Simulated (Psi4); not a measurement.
# SiH2O (SMILES O[SiH]): a chain of runs

Wanted: a series of 9 runs (PBE0-D4/def2-TZVP, PBE-D4/def2-TZVPP, r2SCAN-D4/def2-TZVPP, B3LYP-D4/def2-TZVPP, PBE0-D4/def2-TZVPP, wB97M-V/def2-TZVPP, CCSD(T)/def2-TZVPP, MP2/def2-QZVPP) of SiH2O. 

The results are computed with Psi4 1.11.

## (1) Starting point

SiH2O: 4 atoms, total charge 0, spin state singlet. As SMILES, `O[SiH]`. The run starts from this shape.

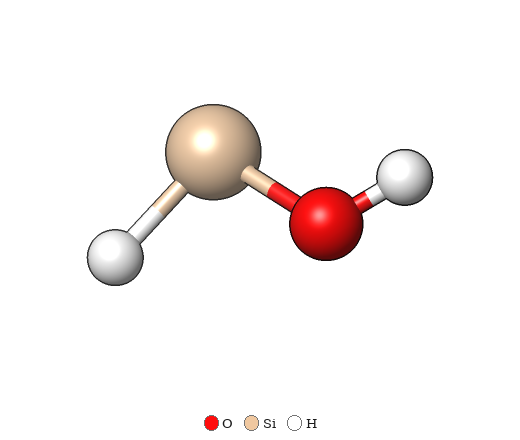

The structure, seen from a chosen angle (oxygen red, silicon light orange, hydrogen white).

## (2) A geometry optimisation at PBE0-D4/def2-TZVP (density fitting) (run 2)

File run.py:

```python
import psi4

psi4.set_memory(3300000000)
psi4.set_num_threads(2)
psi4.core.set_output_file('run.log', False)

mol = psi4.geometry("""
0 1
O      0.057440    -0.679530     0.218980
Si     0.255190     0.938710    -0.079350
H      0.724240    -1.056320     0.799340
H     -0.975360     1.042920    -0.985570
units angstrom
symmetry c1
""")

options = {'scf_type': 'df', 'geom_maxiter': 50, 'max_force_g_convergence': 0.0002}
psi4.set_options(options)

result = psi4.optimize("pbe0-d4/def2-TZVP")
print(f'total energy {result:.8f} hartree = {result * 27.211386:.5f} eV')
mol.save_xyz_file('final.xyz', False)
```

Launch:

```sh
$ python run.py
```

run.log, cut to the lines that bear on the results:

```text
[...]
  Running in c1 symmetry.
[...]
  Nuclear repulsion =   50.296182555579612
[...]
  Multiplicity = 1
[...]
  Nalpha       = 12
  Nbeta        = 12
[...]
    Number of basis functions: 80
[...]
   @DF-RKS iter   1:  -365.56790861503447   -3.51214e-01   8.87211e-03 DIIS/ADIIS
[...]
   @DF-RKS iter  11:  -365.74136321985554   -1.30740e-12   2.21062e-09 DIIS
[...]
    Orbital Energies [Eh]
    ---------------------
    Doubly Occupied:
       1A    -66.270164     2A    -19.230481     3A     -5.345723
       4A     -3.683288     5A     -3.678104     6A     -3.674202
       7A     -1.049089     8A     -0.579608     9A     -0.441065
      10A     -0.394473    11A     -0.381207    12A     -0.237800
[...]
  @DF-RKS Final Energy:  -365.74136321985554
   => Energetics <=
    Nuclear Repulsion Energy =             50.2961825555796125
    One-Electron Energy =                -606.0238272427247921
    Two-Electron Energy =                 212.6979769718179227
    DFT Exchange-Correlation Energy =     -22.7104014792020763
    Empirical Dispersion Energy =          -0.0012940253262981
    VV10 Nonlocal Energy =                  0.0000000000000000
    Total Energy =                       -365.7413632198555433
[...]
 Multipole Moments:
 ------------------------------------------------------------------------------------
     Multipole            Electronic (a.u.)      Nuclear  (a.u.)        Total (a.u.)
 ------------------------------------------------------------------------------------
 L = 1.  Multiply by 2.5417464519 to convert [e a0] to [Debye]
 Dipole X            :          0.9045278           -0.5523122            0.3522156
 Dipole Y            :          0.4543342           -0.6312998           -0.1769656
 Dipole Z            :          0.5211006           -0.2205363            0.3005643
 Magnitude           :                                                    0.4956930
[...]
  -Total Gradient:
     Atom            X                  Y                   Z
    ------   -----------------  -----------------  -----------------
       1       -0.000006875146     0.000046856080    -0.000081404867
       2        0.000037466319    -0.000040449010     0.000017731206
       3        0.000033118024     0.000006683052     0.000074938409
       4       -0.000037233721     0.000010376947     0.000001055553
[...]
    Final optimized geometry and variables:
    Molecular point group: c1
    Full point group: C1
    Geometry (in Angstrom), charge = 0, multiplicity = 1:
    O           -0.112282125500    -1.013962062131     0.195171133760
    SI           0.085467874500     0.604277937869    -0.103158866240
    H            0.554517874500    -1.390752062131     0.775531133760
    H           -1.145082125500     0.708487937869    -1.009378866240
```

The script printed:

```text
Some dependencies such as QCElemental have not yet finished migration to pydantic v2. If issues are encountered please downgrade pydantic or upgrade QCElemental as appropriate
Optimizer: Optimization complete!
total energy -365.74136322 hartree = -9952.32941 eV
```

Run time: 4.8 s. Hardware: 2 threads of Intel Xeon 6975P-C (Granite Rapids), shared host; peak memory 0.42 GiB.

## (3) The harmonic vibrations at PBE0-D4/def2-TZVP (density fitting) (run 3)

File run.py:

```python
import psi4

psi4.set_memory(3300000000)
psi4.set_num_threads(2)
psi4.set_output_file('psi4.out', False)

mol = psi4.geometry("""
O      0.10854587    -1.28412559     0.41381223
Si     0.48223921     1.77390481    -0.14994977
H      1.36861525    -1.99615550     1.51053368
H     -1.84316327     1.97083317    -1.86245738
units bohr
symmetry c1
""")

psi4.set_options({
    'basis': 'def2-TZVP',
    'scf_type': 'df',
    'rotational_symmetry_number': 1,
})

E = psi4.frequency('pbe0-d4')
print(f'pbe0-d4 energy: {E:.10f} Eh')
for k in ('ZPVE', 'ENTHALPY', 'GIBBS FREE ENERGY'):
    print(f'{k}: {psi4.variable(k):.8f} Eh')
```

Launch:

```sh
$ python run.py
```

psi4.out, cut to the lines that bear on the results:

```text
[...]
  Running in c1 symmetry.
[...]
  Nuclear repulsion =   50.296182615714336
[...]
  Multiplicity = 1
[...]
  Nalpha       = 12
  Nbeta        = 12
[...]
    Number of basis functions: 80
[...]
   @DF-RKS iter   1:  -365.56790861535586   -3.51214e-01   8.87211e-03 DIIS/ADIIS
[...]
   @DF-RKS iter  11:  -365.74136144064886   -1.81899e-12   2.21273e-09 DIIS
[...]
    Orbital Energies [Eh]
    ---------------------
    Doubly Occupied:
       1A    -66.270234     2A    -19.230605     3A     -5.345775
       4A     -3.683338     5A     -3.678155     6A     -3.674257
       7A     -1.048861     8A     -0.579391     9A     -0.441032
      10A     -0.394359    11A     -0.381188    12A     -0.237793
[...]
  @DF-RKS Final Energy:  -365.74136144064886
   => Energetics <=
    Nuclear Repulsion Energy =             50.2856035859817752
    One-Electron Energy =                -606.0035159290329148
    Two-Electron Energy =                 212.6876484482552598
    DFT Exchange-Correlation Energy =     -22.7098034611132213
    Empirical Dispersion Energy =          -0.0012940847397705
    VV10 Nonlocal Energy =                  0.0000000000000000
    Total Energy =                       -365.7413614406488591
[...]
  -Total Gradient:
     Atom            X                  Y                   Z
    ------   -----------------  -----------------  -----------------
       1       -0.000761864483     0.000488945552    -0.000766529839
       2        0.000261459371    -0.000062155645     0.000177027383
       3        0.000809098345    -0.000453035043     0.000776319065
       4       -0.000281849949     0.000049546526    -0.000174221038
[...]
  ==> Harmonic Vibrational Analysis <==
[...]
  Freq [cm^-1]                 671.7133            800.8607            867.6065
[...]
  IR activ [km/mol]            61.5781             35.1803             160.6020
[...]
  Freq [cm^-1]                 961.0786           2002.9524           3881.4456
[...]
  IR activ [km/mol]            124.2056            331.1353            114.9597
[...]
  Total E_0, Enthalpy at 0 [K]                                                         -365.72043675 [Eh]
[...]
  Total H, Enthalpy at  298.15 [K]                                                     -365.71635293 [Eh]
[...]
  Total G, Gibbs energy at  298.15 [K]                                                 -365.74380502 [Eh]
[...]
```

The script printed:

```text
pbe0-d4 energy: -365.7413632202 Eh
ZPVE: 0.02092647 Eh
ENTHALPY: -365.71635293 Eh
GIBBS FREE ENERGY: -365.74380502 Eh
```

It took 32 s on 2 threads of Intel Xeon 6975P-C (Granite Rapids), shared host; peak memory 0.47 GiB.

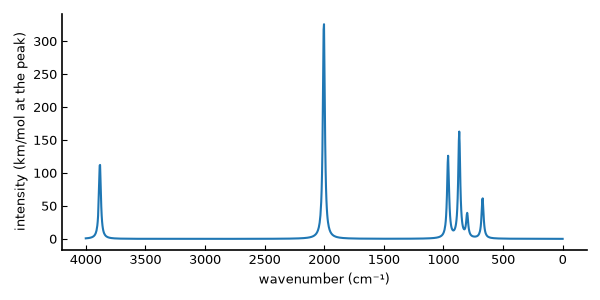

Harmonic infrared spectrum, unscaled, lines broadened by 10 cm⁻¹.

## (4) The energy at PBE-D4/def2-TZVPP (density fitting) (run 4)

File run.py:

```python
import psi4

psi4.set_memory('3300 MB')
psi4.set_num_threads(2)
psi4.set_output_file('run.log', False)

m = psi4.geometry("""
O      0.057440    -0.679530     0.218980
Si     0.255190     0.938710    -0.079350
H      0.724240    -1.056320     0.799340
H     -0.975360     1.042920    -0.985570
symmetry c1
""")

options = {'basis': 'def2-TZVPP', 'reference': 'rks', 'scf_type': 'df', 'dft_radial_points': 99, 'dft_spherical_points': 590}
psi4.set_options(options)

result = psi4.energy("pbe-d4")
print('E =', round(result, 9))
for k, v in sorted(psi4.core.scalar_variables().items()):
    print(f'{k:45s} {v:18.10f}')
```

Launch:

```sh
$ python run.py
```

run.log, cut to the lines that bear on the results:

```text
[...]
  Running in c1 symmetry.
[...]
  Nuclear repulsion =   50.296182555579612
[...]
  Multiplicity = 1
[...]
  Nalpha       = 12
  Nbeta        = 12
[...]
    Number of basis functions: 101
[...]
   @DF-RKS iter   1:  -365.46738998381846   -1.78621e-01   8.36207e-03 ADIIS/DIIS
[...]
   @DF-RKS iter   9:  -365.71949859300827   -7.59590e-08   8.72862e-07 DIIS
[...]
    Orbital Energies [Eh]
    ---------------------
    Doubly Occupied:
       1A    -65.424329     2A    -18.776585     3A     -5.065706
       4A     -3.481510     5A     -3.475383     6A     -3.470863
       7A     -0.936695     8A     -0.511598     9A     -0.377800
      10A     -0.336470    11A     -0.322664    12A     -0.197029
[...]
  @DF-RKS Final Energy:  -365.71949859300827
   => Energetics <=
    Nuclear Repulsion Energy =             50.2961825555796125
    One-Electron Energy =                -605.9752738522128084
    Two-Electron Energy =                 219.9466738998279709
    DFT Exchange-Correlation Energy =     -29.9855023944212746
    Empirical Dispersion Energy =          -0.0015788017817967
    VV10 Nonlocal Energy =                  0.0000000000000000
    Total Energy =                       -365.7194985930082680
[...]
 Multipole Moments:
 ------------------------------------------------------------------------------------
     Multipole            Electronic (a.u.)      Nuclear  (a.u.)        Total (a.u.)
 ------------------------------------------------------------------------------------
 L = 1.  Multiply by 2.5417464519 to convert [e a0] to [Debye]
 Dipole X            :          0.8857908           -0.5523122            0.3334786
 Dipole Y            :          0.4101583           -0.6312998           -0.2211415
 Dipole Z            :          0.5196524           -0.2205363            0.2991160
 Magnitude           :                                                    0.4995818
[...]
```

Standard output:

```text
E = -365.719498593
CURRENT ENERGY                                   -365.7194985930
CURRENT REFERENCE ENERGY                         -365.7194985930
DD SOLVATION ENERGY                                 0.0000000000
DFT FUNCTIONAL TOTAL ENERGY                      -365.7179197912
DFT TOTAL ENERGY                                 -365.7194985930
DFT VV10 ENERGY                                     0.0000000000
DFT XC ENERGY                                     -29.9855023944
DISPERSION CORRECTION ENERGY                       -0.0015788018
GRID ELECTRONS ALPHA                               12.0000000298
GRID ELECTRONS BETA                                12.0000000298
GRID ELECTRONS TOTAL                               24.0000000596
NUCLEAR REPULSION ENERGY                           50.2961825556
ONE-ELECTRON ENERGY                              -605.9752738522
PBE-D4(BJ,EEQ)ATM DISPERSION CORRECTION ENERGY      -0.0015788018
PCM POLARIZATION ENERGY                             0.0000000000
PE ENERGY                                           0.0000000000
SCF ITERATION ENERGY                             -365.7194985930
SCF ITERATIONS                                      9.0000000000
SCF TOTAL ENERGY                                 -365.7194985930
TWO-ELECTRON ENERGY                               219.9466738998
XC GRID RADIAL POINTS                              99.0000000000
XC GRID SPHERICAL POINTS                          590.0000000000
XC GRID TOTAL POINTS                           224694.0000000000
```

Wall time 5.4 s (2 threads of Intel Xeon 6975P-C (Granite Rapids), shared host); peak memory 0.8 GiB.

Runs 5 to 9 aren't shown in full; the table further down has their settings and results.

## (5) The energy at MP2/def2-QZVPP (density fitting, density fitting for correlation) (run 10)

File h2osi.xyz:

```xyz
4
H2OSi
O      0.057440    -0.679530     0.218980
Si     0.255190     0.938710    -0.079350
H      0.724240    -1.056320     0.799340
H     -0.975360     1.042920    -0.985570
```

File run.py:

```python
import psi4

psi4.set_memory(3300000000)
psi4.set_num_threads(2)
psi4.core.set_output_file('psi4.out', False)

with open('h2osi.xyz') as f:
    atoms = ''.join(f.readlines()[2:])
mol = psi4.geometry('0 1\n' + atoms + 'symmetry c1')

psi4.set_options({
    'basis': 'def2-QZVPP',
    'scf_type': 'df',
    'num_frozen_docc': 6,
})

e_tot = psi4.energy('mp2', molecule=mol)
print(f'total energy {e_tot:.8f} hartree = {e_tot * 27.211386:.5f} eV')
for k, v in sorted(psi4.core.scalar_variables().items()):
    print(f'{k:45s} {v:18.10f}')
```

Launch:

```sh
$ python run.py
```

psi4.out, cut to the lines that bear on the results:

```text
[...]
  Running in c1 symmetry.
[...]
  Nuclear repulsion =   50.296182555579612
[...]
  Multiplicity = 1
[...]
  Nalpha       = 12
  Nbeta        = 12
[...]
    Number of basis functions: 187
[...]
   @DF-RHF iter   1:  -364.92233575626619   -7.48749e-01   2.55016e-03 DIIS/ADIIS
[...]
   @DF-RHF iter  11:  -365.00705209280522   -8.35598e-12   2.57313e-09 DIIS
[...]
    Orbital Energies [Eh]
    ---------------------
    Doubly Occupied:
       1A    -68.805111     2A    -20.575377     3A     -6.147940
       4A     -4.251183     5A     -4.250501     6A     -4.249356
       7A     -1.354101     8A     -0.748417     9A     -0.606100
      10A     -0.535533    11A     -0.535209    12A     -0.332606
[...]
  @DF-RHF Final Energy:  -365.00705209280522
   => Energetics <=
    Nuclear Repulsion Energy =             50.2961825555796125
    One-Electron Energy =                -605.8236002256646771
    Two-Electron Energy =                 190.5203655772797902
    Total Energy =                       -365.0070520928052247
[...]
 Multipole Moments:
 ------------------------------------------------------------------------------------
     Multipole            Electronic (a.u.)      Nuclear  (a.u.)        Total (a.u.)
 ------------------------------------------------------------------------------------
 L = 1.  Multiply by 2.5417464519 to convert [e a0] to [Debye]
 Dipole X            :          0.8903633           -0.5523122            0.3380512
 Dipole Y            :          0.5229811           -0.6312998           -0.1083187
 Dipole Z            :          0.4923817           -0.2205363            0.2718454
 Magnitude           :                                                    0.4471146
[...]
```

On the terminal:

```text
total energy -365.38251205 hartree = -9942.56457 eV
CURRENT CORRELATION ENERGY                         -0.3754599537
CURRENT ENERGY                                   -365.3825120465
CURRENT REFERENCE ENERGY                         -365.0070520928
CUSTOM SCS-MP2 CORRELATION ENERGY                  -0.3791517247
CUSTOM SCS-MP2 TOTAL ENERGY                      -365.3862038175
DD SOLVATION ENERGY                                 0.0000000000
HF KINETIC ENERGY                                 364.8989572078
HF POTENTIAL ENERGY                              -729.9060093006
HF TOTAL ENERGY                                  -365.0070520928
HF VIRIAL RATIO                                     2.0002962324
MP2 CORRELATION ENERGY                             -0.3754599537
MP2 DOUBLES ENERGY                                 -0.3754599537
MP2 OPPOSITE-SPIN CORRELATION ENERGY               -0.2930750847
MP2 SAME-SPIN CORRELATION ENERGY                   -0.0823848690
MP2 SINGLES ENERGY                                 -0.0000000000
MP2 TOTAL ENERGY                                 -365.3825120465
NUCLEAR REPULSION ENERGY                           50.2961825556
ONE-ELECTRON ENERGY                              -605.8236002257
PCM POLARIZATION ENERGY                             0.0000000000
PE ENERGY                                           0.0000000000
SCF ITERATION ENERGY                             -365.0070520928
SCF ITERATIONS                                     11.0000000000
SCF TOTAL ENERGY                                 -365.0070520928
SCS-MP2 CORRELATION ENERGY                         -0.3791517247
SCS-MP2 TOTAL ENERGY                             -365.3862038175
TWO-ELECTRON ENERGY                               190.5203655773
```

Wall time 2.2 s (2 threads of Intel Xeon 6975P-C (Granite Rapids), shared host); peak memory 0.39 GiB.

## (6) All runs side by side

```
run                                                                  level         task  geom maxiter  energy (Eh)  dipole moment (D)  HOMO energy (eV)  LUMO energy (eV)  wall time
  2                                    PBE0-D4/def2-TZVP (density fitting)     optimise            50  -365.741363               1.26             -6.47             -2.06      4.8 s
  3                                    PBE0-D4/def2-TZVP (density fitting)  frequencies             –  -365.741363               1.26                 –                 –       32 s
  4                                    PBE-D4/def2-TZVPP (density fitting)       energy             –  -365.719499               1.27             -5.36             -2.91      5.4 s
  5                                 r2SCAN-D4/def2-TZVPP (density fitting)       energy             –  -365.879236               1.26             -5.57             -2.78      8.1 s
  6                                  B3LYP-D4/def2-TZVPP (density fitting)       energy             –  -365.976047               1.28             -6.31             -2.25      5.1 s
  7                                   PBE0-D4/def2-TZVPP (density fitting)   properties             –  -365.743171               1.23             -6.47             -2.06      5.4 s
  8                                   wB97M-V/def2-TZVPP (density fitting)       energy             –  -365.907035               1.32             -8.66             -0.10      7.2 s
  9  CCSD(T)/def2-TZVPP (density fitting, density fitting for correlation)       energy             –  -365.375765                  –             -9.02              1.06      6.9 s
 10      MP2/def2-QZVPP (density fitting, density fitting for correlation)       energy             –  -365.382512                  –             -9.05              0.87      2.2 s
```

## (7) What came out

| quantity | value |
| --- | --- |
| run 10, MP2/def2-QZVPP: total energy | -365.38251 Eh |
| run 10, MP2/def2-QZVPP: HOMO energy (Hartree–Fock orbitals) | -9.05 eV |
| run 10, MP2/def2-QZVPP: LUMO energy (Hartree–Fock orbitals) | 0.87 eV |
| run 10, MP2/def2-QZVPP: HOMO–LUMO gap (Hartree–Fock orbitals) | 9.92 eV |
| run 10, MP2/def2-QZVPP: correlation energy (6 core orbitals frozen) | -375.5 mEh |

**Reading.** Over runs 2, 3, 4, 5, 6, 7, 8 the dipole moment (its size) runs from 1.23 D (PBE0-D4/def2-TZVPP) to 1.32 D (wB97M-V/def2-TZVPP). Over runs 2, 4, 5, 6, 7, 8 the HOMO–LUMO gap runs from 2.45 eV (PBE-D4/def2-TZVPP) to 8.56 eV (wB97M-V/def2-TZVPP). Totals of different functionals can't be ranked against each other. All runs together took 77 s, the longest 32 s.
